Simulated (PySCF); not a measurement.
Br$_{2}$F, charge −1, SMILES `[F-].BrBr`.

Computed with PySCF, PBE/def2-SVPD, geometry: GFN2-xTB. GFN2-xTB bond lengths at metals and heavier atoms can be off by up to 0.1 Å and shapes distorted, which carries into these values.

The calculation's input:

```python
import numpy as np
from pyscf import gto, scf, dft
from pyscf.scf import atom_ks, atom_hf
from scipy.linalg import block_diag
from pyscf.dispersion import dftd3

def solve(mol, dm0=None, hcore=None):
    mf = (dft.UKS if mol.spin else dft.RKS)(mol, xc='pbe')
    mf.grids.level = 3
    mf = mf.density_fit(auxbasis='def2-universal-jkfit')
    mf.conv_tol, mf.max_cycle = 1e-8, 80
    if hcore is not None:
        mf.get_hcore = lambda *args: hcore
    mf.kernel(dm0)
    if not mf.converged:
        mf = mf.newton().run(mf.mo_coeff, mf.mo_occ, max_cycle=30)
    assert mf.converged, 'SCF not converged'
    return mf

mol = gto.M(atom='''
F     -1.75803     2.06169     0.00000
Br     1.38483     0.18878     0.00000
Br    -0.93277    -0.71893     0.00000
''', basis='def2-svpd', charge=-1, spin=0, verbose=4)
mol_a = gto.M(atom='''
F     -1.75803     2.06169     0.00000
ghost-Br     1.38483     0.18878     0.00000
ghost-Br    -0.93277    -0.71893     0.00000
''', basis='def2-svpd', charge=-1, spin=0, verbose=4)
mol_b = gto.M(atom='''
ghost-F     -1.75803     2.06169     0.00000
Br     1.38483     0.18878     0.00000
Br    -0.93277    -0.71893     0.00000
''', basis='def2-svpd', charge=0, spin=0, verbose=4)
ab, a, b = solve(mol), solve(mol_a), solve(mol_b)
e_int = ab.e_tot - a.e_tot - b.e_tot
print('counterpoise-corrected interaction energy / kcal/mol', e_int * 627.5095)
def disp(atoms, charge):
    m = gto.M(atom=atoms, charge=charge, basis='sto-3g', spin=None, unit='Bohr', verbose=0)
    return dftd3.DFTD3Dispersion(m, xc='pbe', version='d3bj').get_dispersion()['energy']
e_disp = disp(mol._atom, mol.charge) - disp(mol._atom[:1], mol_a.charge) - disp(mol._atom[1:], mol_b.charge)
print('D3(BJ) part / kcal/mol', e_disp * 627.5095)
# spherically averaged free atoms, for the promolecule
atm = atom_ks.get_atm_nrks(mol, xc='pbe')
pro = block_diag(*[(atm[a[0]][2] * atm[a[0]][3]) @ atm[a[0]][2].T for a in mol._atom])
np.savez('result.npz', e_int=e_int, e_disp=e_disp, dm_a=a.make_rdm1(), dm_b=b.make_rdm1(), c=ab.mo_coeff, occ=ab.mo_occ, eps=ab.mo_energy, pro=pro, d=[f.dip_moment(verbose=0) for f in (ab, a, b)])
```

Launched as:

```sh
OMP_NUM_THREADS=1 python input.py
```

The run took 91 s on 1 thread of Intel(R) Xeon(R) 6975P-C (Granite Rapids) (shared host), peak memory 0.35 GiB.

Partitions, critical points and surface values were worked out afterwards from this run's density.

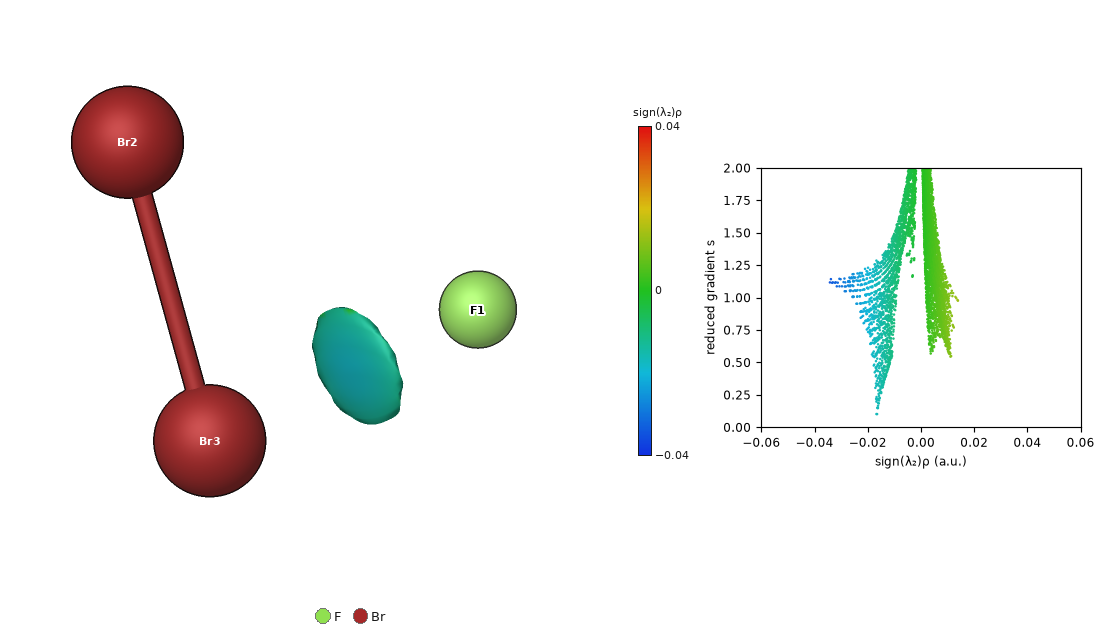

Non-covalent interaction surfaces between the fragments (reduced density gradient s = 0.5, coloured by sign(λ₂)ρ in a.u.; trimmed to the region between the fragments where ρ is under 0.06 a.u.). Fragment A: F(−1) (atom 1); fragment B: Br2. The plot gives s against sign(λ₂)ρ for grid points between the fragments.

Interpret the surfaces between the fragments.

Bond critical points between the fragments: F1···Br3, 2.90 Å, ρ = 0.017 a.u. It appears blue-green. The pose is a local one from a semi-empirical search, not shown to be the most stable. With a charged fragment, long-range electrostatics, which these surfaces don't show, weighs heavily in the interaction energy.

How strongly are they bound?

The counterpoise-corrected interaction energy of the frozen fragments is −13.8 kcal/mol without dispersion correction and −14.3 kcal/mol with D3(BJ). The pair geometry is semi-empirical, not a minimum at this level.
